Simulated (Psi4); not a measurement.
# B3LYP/6-31G(d) (Cartesian functions) run of CHClGaNO (SMILES O=C=[N][GaH][Cl])

What is the energy change on altering one bond length of CHClGaNO at B3LYP/6-31G* (Cartesian functions)? 

The calculation is run with Psi4 1.11.

### Step 1. The structure to begin with

CHClGaNO has 6 atoms, charge 0, and is taken as a singlet. SMILES: `O=C=[N][GaH][Cl]`. The coordinates come from a PBE0-D4/def2-TZVP relaxation. This is one conformer, not always the lowest.

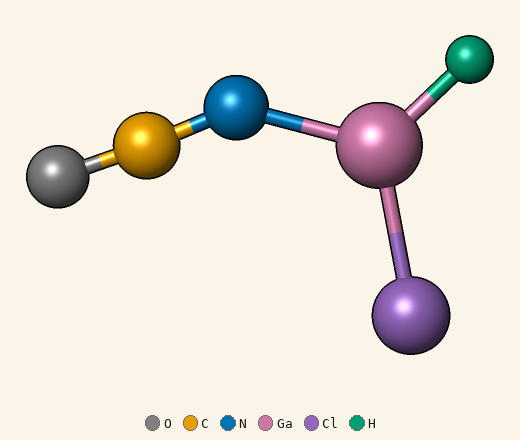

Viewed from a chosen angle; oxygen grey, carbon amber, nitrogen blue, gallium pink, chlorine purple, hydrogen teal.

### Step 2. The energy at B3LYP/6-31G(d) (Cartesian functions)

input.json reads:

```json
{
  "schema_name": "qcschema_input",
  "schema_version": 1,
  "molecule": {
    "schema_name": "qcschema_molecule",
    "schema_version": 2,
    "symbols": ["O", "C", "N", "Ga", "Cl", "H"],
    "geometry": [-1.32318623, -4.96355464, -1.31657219, -1.30731253, -2.80813302, -0.88363594, -1.43014473, -0.57579955, -0.46846311, 0.46959694, 2.12480805, 0.52099749, 4.3414568, 1.31260377, 1.28085637, -0.6706638, 4.78932189, 0.77988997],
    "molecular_charge": 0,
    "molecular_multiplicity": 1,
    "fix_symmetry": "c1"
  },
  "driver": "energy",
  "model": {
    "method": "b3lyp",
    "basis": "6-31G*"
  },
  "keywords": {
    "puream": false,
    "e_convergence": 1e-09,
    "d_convergence": 1e-08,
    "scf_type": "pk",
    "dft_radial_points": 99,
    "dft_spherical_points": 590
  }
}
```

Command:

```
$ psi4 --qcschema input.json -n 1 --memory 2200MB
```

stdout:

```text
[...]
  Running in c1 symmetry.
[...]
  Nuclear repulsion =  378.168383066356114
[...]
  Multiplicity = 1
[...]
  Nalpha       = 35
  Nbeta        = 35
[...]
    Number of basis functions: 101
[...]
   @RKS iter   1: -2551.32719836493061   -1.21942e+00   3.21703e-02 ADIIS/DIIS
[...]
   @RKS iter  14: -2553.58957267900314   -4.09273e-12   5.46390e-09 DIIS
[...]
    Orbital Energies [Eh]
    ---------------------
    Doubly Occupied:
       1A   -372.624475     2A   -101.545140     3A    -46.007792
       4A    -40.765601     5A    -40.761867     6A    -40.761084
       7A    -19.205809     8A    -14.361437     9A    -10.333748
      10A     -9.463074    11A     -7.223964    12A     -7.219085
      13A     -7.217987    14A     -5.576574    15A     -3.863807
      16A     -3.856691    17A     -3.854085    18A     -1.116652
      19A     -0.946042    20A     -0.902578    21A     -0.893243
      22A     -0.891087    23A     -0.890682    24A     -0.886477
      25A     -0.810657    26A     -0.563345    27A     -0.506358
      28A     -0.467346    29A     -0.466097    30A     -0.429595
      31A     -0.376773    32A     -0.343292    33A     -0.330946
      34A     -0.311184    35A     -0.308902
[...]
  @RKS Final Energy: -2553.58957267900314
   => Energetics <=
    Nuclear Repulsion Energy =            378.1683830663561139
    One-Electron Energy =               -4300.3508935888939959
    Two-Electron Energy =                1468.9724869443093667
    DFT Exchange-Correlation Energy =    -100.3795491007742839
    Empirical Dispersion Energy =           0.0000000000000000
    VV10 Nonlocal Energy =                  0.0000000000000000
    Total Energy =                      -2553.5895726790031404
[...]
 Multipole Moments:
 ------------------------------------------------------------------------------------
     Multipole            Electronic (a.u.)      Nuclear  (a.u.)        Total (a.u.)
 ------------------------------------------------------------------------------------
 L = 1.  Multiply by 2.5417464519 to convert [e a0] to [Debye]
 Dipole X            :          0.7960706           -1.0890855           -0.2930148
 Dipole Y            :          4.7081642           -3.8438147            0.8643494
 Dipole Z            :          1.1264791           -1.0242108            0.1022683
 Magnitude           :                                                    0.9183770
[...]
```

The result, in JSON:

```text
{
 "driver": "energy",
 "model": {
  "method": "b3lyp",
  "basis": "6-31G*"
 },
 "success": true,
 "return_result": -2553.589572679003,
 "properties": {
  "calcinfo_nbasis": 101,
  "calcinfo_nmo": 101,
  "calcinfo_nalpha": 35,
  "calcinfo_nbeta": 35,
  "calcinfo_natom": 6,
  "nuclear_repulsion_energy": 378.1683830663561,
  "return_energy": -2553.589572679003,
  "scf_one_electron_energy": -4300.350893588894,
  "scf_two_electron_energy": 1468.9724869443094,
  "scf_xc_energy": -100.37954910077428,
  "scf_dipole_moment": [-0.29301483380567284, 0.864349412264156, 0.10226828893052398],
  "scf_total_energy": -2553.589572679003,
  "scf_iterations": 14
 }
}
```

Run time: 14 s. Hardware: 1 thread of Intel Xeon Platinum 8559C (Emerald Rapids), shared host; peak memory 1.1 GiB.

### Step 3. The distorted shape

run.py reads:

```python
import psi4

psi4.set_memory('2200 MB')
psi4.set_num_threads(1)
psi4.core.set_output_file('output.dat', False)

molecule = psi4.geometry("""
0 1
O     -0.706920    -3.539041    -0.879972
C     -0.691800    -1.486000    -0.467600
N     -0.756800    -0.304700    -0.247900
Ga     0.248500     1.124400     0.275700
Cl     2.297400     0.694600     0.677800
H     -0.354900     2.534400     0.412700
units angstrom
symmetry c1
""")

psi4.set_options({
    'puream': False,
    'e_convergence': 1e-09,
    'd_convergence': 1e-08,
    'scf_type': 'pk',
    'dft_radial_points': 99,
    'dft_spherical_points': 590,
})

e, wfn = psi4.energy('b3lyp/6-31G*', molecule=molecule, return_wfn=True)
psi4.oeprop(wfn, 'WIBERG_LOWDIN_INDICES', 'QUADRUPOLE', 'MULLIKEN_CHARGES')
print(f'total energy {e:.8f} hartree = {e * 27.211386:.5f} eV')
```

Command:

```
$ python run.py
```

output.dat, shortened:

```text
[...]
  Running in c1 symmetry.
[...]
  Nuclear repulsion =  356.605662977807810
[...]
  Multiplicity = 1
[...]
  Nalpha       = 35
  Nbeta        = 35
[...]
    Number of basis functions: 101
[...]
   @RKS iter   1: -2551.01152289935499   -1.65271e+00   3.23176e-02 DIIS/ADIIS
[...]
   @RKS iter  22: -2553.33266026297633   -6.36646e-12   2.55601e-09 DIIS
[...]
  @RKS Final Energy: -2553.33266026297633
   => Energetics <=
    Nuclear Repulsion Energy =            356.6056629778078104
    One-Electron Energy =               -4256.4404183137148721
    Two-Electron Energy =                1446.6549879455287737
    DFT Exchange-Correlation Energy =    -100.1528928725979881
    Empirical Dispersion Energy =           0.0000000000000000
    VV10 Nonlocal Energy =                  0.0000000000000000
    Total Energy =                      -2553.3326602629763329
[...]
 Multipole Moments:
 ------------------------------------------------------------------------------------
     Multipole            Electronic (a.u.)      Nuclear  (a.u.)        Total (a.u.)
 ------------------------------------------------------------------------------------
 L = 1.  Multiply by 2.5417464519 to convert [e a0] to [Debye]
 Dipole X            :          1.0396862           -1.0938882           -0.0542020
 Dipole Y            :          6.7426221           -4.4959339            2.2466882
 Dipole Z            :          1.5894806           -1.1551948            0.4342858
 Magnitude           :                                                    2.2889190
 L = 2.  Multiply by 1.3450342976 to convert [e a0^2] to [Debye ang]
 Quadrupole XX       :       -352.8809544          316.5904168          -36.2905376
 Quadrupole XY       :       -212.9169096          208.2217506           -4.6951589
[...]
  Mulliken Charges: (a.u.)
   Center  Symbol    Alpha    Beta     Spin     Total
       1     O     4.14443  4.14443  0.00000 -0.28886
       2     C     2.82129  2.82129  0.00000  0.35741
       3     N     3.69914  3.69914  0.00000 -0.39828
       4    GA    15.33704 15.33704  0.00000  0.32592
       5    CL     8.54722  8.54722  0.00000 -0.09444
       6     H     0.45088  0.45088  0.00000  0.09825
   Total alpha = 35.00000, Total beta = 35.00000, Total charge = -0.00000
  Wiberg Bond Indices using Orthogonal Lowdin Orbitals:
[...]
```

The script printed:

```text
total energy -2553.33266026 hartree = -69479.72060 eV
```

Run time: 15 s. Hardware: 1 thread of Intel Xeon Platinum 8559C (Emerald Rapids), shared host; peak memory 1.1 GiB.

### Step 4. Results

At B3LYP/6-31G* (Cartesian functions):

| quantity | value |
| --- | --- |
| first shape: total energy | -2553.58957 Eh |
| first shape: dipole moment | 2.33 D |
| first shape: HOMO energy | -8.41 eV |
| first shape: LUMO energy | -2.03 eV |
| first shape: HOMO–LUMO gap | 6.37 eV |
| distorted shape: total energy | -2553.33266 Eh |
| distorted shape: dipole moment | 5.82 D |
| distorted shape: HOMO energy | -6.87 eV |
| distorted shape: LUMO energy | -3.54 eV |
| distorted shape: HOMO–LUMO gap | 3.33 eV |
| energy change with the O1–C2 bond stretched from 1.163 to 2.094 Å | 6.991 eV |

With the O1–C2 bond stretched from 1.163 to 2.094 Å the energy rises by 6.99 eV (675 kJ/mol). The first shape isn't relaxed at this level, so the change isn't measured from a minimum. A restricted reference can't describe the breaking bond well at this length. Mulliken charges (distorted shape) run from -0.40 on N3 to +0.36 on C2.
